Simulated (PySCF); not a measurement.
Input file:

```
{"job": {"kind": "uv", "xc": "wB97X-D", "basis": "def2-SVPD", "nstates": 8, "ntriplets": 3}, "charge": 0, "multiplicity": 1}
O      0.982479     1.374710     0.228803
C      1.806469     0.709768    -0.372727
C      1.681853    -0.713944    -0.531014
C      0.588196    -1.256760     0.025823
F      0.396774    -2.571938    -0.050444
Si    -0.735338    -0.247323     0.968236
C     -1.783655     0.812959    -0.241871
F     -2.305170     0.005624    -1.234208
H      2.688550     1.190777    -0.820032
H      2.433226    -1.275870    -1.062986
H     -0.235903     0.443509     2.147424
H     -1.646615    -1.330219     1.387034
H     -2.638366     1.250085     0.277175
H     -1.233179     1.608148    -0.743377
```

Run with:

```sh
OMP_NUM_THREADS=1 python probes_run.py task.json out
```

Geometry: GFN2-xTB.

These are results of wB97X-D/def2-SVPD, SCF density, gas phase in PySCF, not measurements.

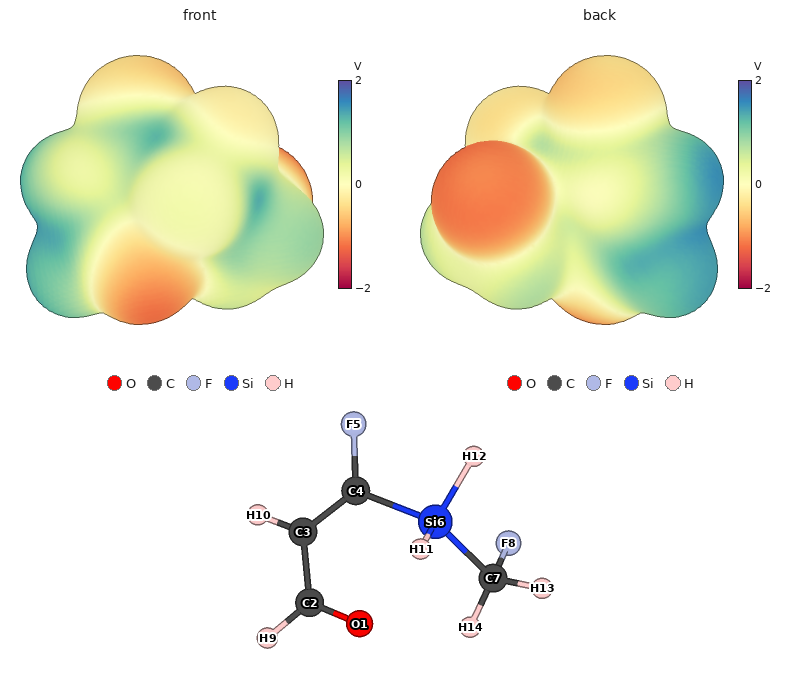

C$_{4}$H$_{6}$F$_{2}$OSi (SMILES O=C/C=C(/F)[SiH2]CF). The electrostatic potential painted on the density surface at 0.002 e/bohr³, seen from the front and from behind; the colour scale runs from red (negative) to blue (positive). The bare structure is drawn below in the same view.

> Which sites attract a positive test charge, and which a negative one?

A positive charge is drawn to the negative regions and a negative charge to the positive ones. The most negative region (about −1.2 V) lies over O1 and F8, the most positive (about +1.5 V) over C2, C3, H9 and H10.
